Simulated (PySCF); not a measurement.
**Two runs on CH$_{6}$Al$_{2}$Cl$_{2}$O**

System: CH$_{6}$Al$_{2}$Cl$_{2}$O.
Method of run A: GIAO PBE0/pcSseg-1 NMR shielding, non-relativistic, gas phase (PySCF 2.14.0).

The geometry comes from this level: PBE0-D3(BJ)/def2-SVP. Text and figures count atoms from 1; the logs count them from 0 in places.

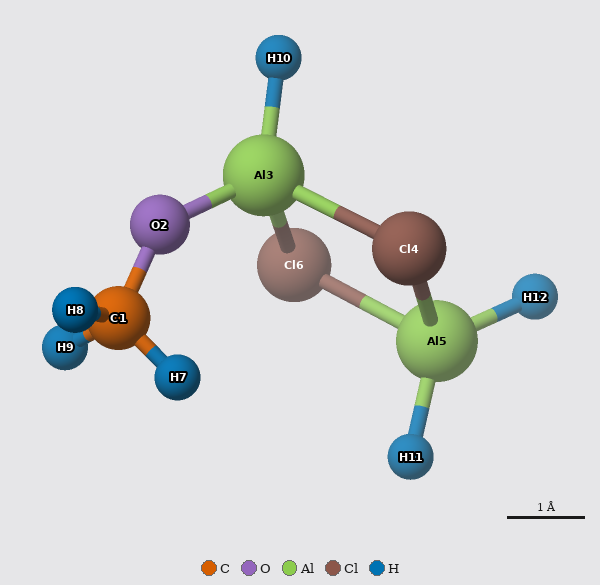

Figure 1. The structure (ball-and-stick view, seen at a tilt; atoms are numbered from 1 in the order of the input). Sticks mark near contacts. Bond lengths as drawn: Al–Cl 2.31 to 2.32 Å, Al–H 1.56 to 1.58 Å, Al–O 1.69 Å, C–H 1.10 to 1.11 Å and C–O 1.39 Å.

Input file, run A:
```
{"job": {"kind": "nmr", "xc": "PBE0", "basis": "pcSseg-1", "pop": false}, "charge": 0, "multiplicity": 1}
C     -2.050679    -0.980386     0.131623
O     -1.722036     0.367941     0.145840
Al    -0.374996     1.381525     0.153779
Cl     1.103142     0.647116     1.780177
Al     2.566676    -0.102161     0.156499
Cl     1.120647     0.679087    -1.470621
H     -1.263256    -1.615355     0.580153
H     -2.978998    -1.152907     0.702495
H     -2.222043    -1.340013    -0.898973
H     -0.491420     2.941770     0.162175
H      2.517619    -1.678647     0.140499
H      3.840363     0.826710     0.173741
```

The first line tells a small driver script what to run in PySCF; the rest is the geometry in Å.

Launched with:
```bash
OMP_NUM_THREADS=1 python <driver script> task.json out
```

Hardware: 1 CPU thread, shared host.

Output (run A):
```
coarse grid: 12392 points
cycle   1  E = -1521.5065680994  dE =  3.024e-01  |g| = 7.481e-01  |ddm| = 3.058e+00
cycle   2  E = -1521.2674375833  dE =  2.391e-01  |g| = 1.334e+00  |ddm| = 1.592e+00
cycle   3  E = -1521.6126645206  dE = -3.452e-01  |g| = 1.139e-01  |ddm| = 1.147e+00
cycle   4  E = -1521.6151554923  dE = -2.491e-03  |g| = 4.212e-02  |ddm| = 1.406e-01
cycle   5  E = -1521.6155239279  dE = -3.684e-04  |g| = 4.714e-03  |ddm| = 4.282e-02
cycle   6  E = -1521.6155285832  dE = -4.655e-06  |g| = 9.705e-04  |ddm| = 5.054e-03
final grid: 101920 points
cycle   7  E = -1521.6584882813  dE = -2.219e-05  |g| = 9.819e-03  |ddm| = 1.482e-02
cycle   8  E = -1521.6584707685  dE =  1.751e-05  |g| = 1.384e-02  |ddm| = 1.288e-02
cycle   9  E = -1521.6585034044  dE = -3.264e-05  |g| = 1.547e-03  |ddm| = 8.433e-03
cycle  10  E = -1521.6585038314  dE = -4.270e-07  |g| = 2.928e-04  |ddm| = 1.312e-03
cycle  11  E = -1521.6585038516  dE = -2.026e-08  |g| = 3.001e-05  |ddm| = 2.332e-04
cycle  12  E = -1521.6585038518  dE = -1.546e-10  |g| = 1.107e-05  |ddm| = 4.102e-05
converged SCF energy = -1521.6585038518

GIAO shielding tensors (ppm)
atom      isotropic    diamagn.    paramagn.     s11        s22        s33       span
  0 C      131.548     242.540    -110.992    103.533    108.420    182.691     79.158
  1 O      300.957     396.664     -95.707    227.692    335.741    339.438    111.747
  2 Al     475.912     794.869    -318.957    413.916    435.696    578.124    164.208
  3 Cl     905.764    1151.410    -245.646    790.375    918.182   1008.734    218.359
  4 Al     415.102     793.634    -378.532    349.819    374.073    521.414    171.594
  5 Cl     899.110    1151.841    -252.731    790.396    901.474   1005.462    215.066
  6 H       27.332      30.457      -3.125     22.532     26.374     33.089     10.557
  7 H       27.395      27.017       0.378     23.044     24.730     34.410     11.366
  8 H       27.318      28.656      -1.338     23.221     24.730     34.004     10.782
  9 H       27.155      28.007      -0.852     23.515     24.105     33.845     10.330
 10 H       26.595      28.595      -2.000     23.746     23.931     32.106      8.360
 11 H       26.652      27.373      -0.721     23.584     23.894     32.477      8.893
```

Run B used a changed input.

The two runs side by side:

| quantity | run A | run B |
| --- | --- | --- |
| outcome | converged | converged |
| total energy (hartree) | −1521.658504 | −1522.364883 |
| HOMO (eV) | −8.20 | −7.93 |
| LUMO (eV) | −0.69 | −0.64 |
| dipole moment (D) | 1.01 | 1.00 |
| shielding of C1 (ppm) | 131.5 | 130.8 |
| shielding of O2 (ppm) | 301.0 | 301.6 |
| shielding of Al3 (ppm) | 475.9 | 485.1 |
| shielding of Cl4 (ppm) | 905.8 | 913.3 |
| shielding of Al5 (ppm) | 415.1 | 426.5 |
| shielding of Cl6 (ppm) | 899.1 | 906.9 |
| shielding of H11 (ppm) | 26.6 | 26.9 |
| SCF iterations | 12 | 12 |
| basis functions | 160 | 160 |
| wall time (shared host) | 14 s | 14 s |

What was changed in the input?

The change (lines with − go, lines with + come):
```diff
-"xc": "PBE0"
+"xc": "B97-2"
```

The total energies belong to different methods, so their difference says nothing on which is more stable or more accurate. The HOMO goes from −8.20 to −7.93 eV. The LUMO goes from −0.69 to −0.64 eV. Of all shieldings, the largest change is that of Al5, by +11.4 ppm. The functional changes from PBE0 to B97-2. The number of SCF iterations is the same.

Output (run B):
```
coarse grid: 12392 points
cycle   1  E = -1522.2208956350  dE =  2.933e-01  |g| = 7.796e-01  |ddm| = 3.070e+00
cycle   2  E = -1521.9294018404  dE =  2.915e-01  |g| = 1.433e+00  |ddm| = 1.728e+00
cycle   3  E = -1522.3366150115  dE = -4.072e-01  |g| = 1.314e-01  |ddm| = 1.275e+00
cycle   4  E = -1522.3400452573  dE = -3.430e-03  |g| = 4.840e-02  |ddm| = 1.666e-01
cycle   5  E = -1522.3405249888  dE = -4.797e-04  |g| = 5.252e-03  |ddm| = 4.935e-02
cycle   6  E = -1522.3405317177  dE = -6.729e-06  |g| = 1.252e-03  |ddm| = 6.099e-03
final grid: 101920 points
cycle   7  E = -1522.3648676733  dE = -3.432e-05  |g| = 1.120e-02  |ddm| = 1.917e-02
cycle   8  E = -1522.3648530879  dE =  1.459e-05  |g| = 1.317e-02  |ddm| = 1.528e-02
cycle   9  E = -1522.3648811103  dE = -2.802e-05  |g| = 3.099e-03  |ddm| = 1.029e-02
cycle  10  E = -1522.3648826732  dE = -1.563e-06  |g| = 3.463e-04  |ddm| = 2.108e-03
cycle  11  E = -1522.3648827025  dE = -2.933e-08  |g| = 3.960e-05  |ddm| = 3.888e-04
cycle  12  E = -1522.3648827026  dE = -1.673e-10  |g| = 1.070e-05  |ddm| = 3.889e-05
converged SCF energy = -1522.3648827026

GIAO shielding tensors (ppm)
atom      isotropic    diamagn.    paramagn.     s11        s22        s33       span
  0 C      130.844     242.357    -111.512    103.356    108.028    181.149     77.793
  1 O      301.625     397.075     -95.449    232.824    333.738    338.314    105.489
  2 Al     485.144     794.951    -309.807    424.378    446.277    584.776    160.398
  3 Cl     913.266    1152.122    -238.856    801.686    926.538   1011.575    209.889
  4 Al     426.545     793.697    -367.152    364.482    385.065    530.088    165.606
  5 Cl     906.935    1152.559    -245.624    801.727    910.682   1008.396    206.669
  6 H       27.460      30.670      -3.210     22.687     26.490     33.203     10.516
  7 H       27.522      27.064       0.458     23.211     24.866     34.491     11.280
  8 H       27.445      28.788      -1.343     23.383     24.857     34.094     10.711
  9 H       27.426      28.255      -0.828     23.805     24.384     34.090     10.285
 10 H       26.874      28.876      -2.002     24.034     24.211     32.378      8.344
 11 H       26.929      27.604      -0.674     23.860     24.179     32.749      8.890
```
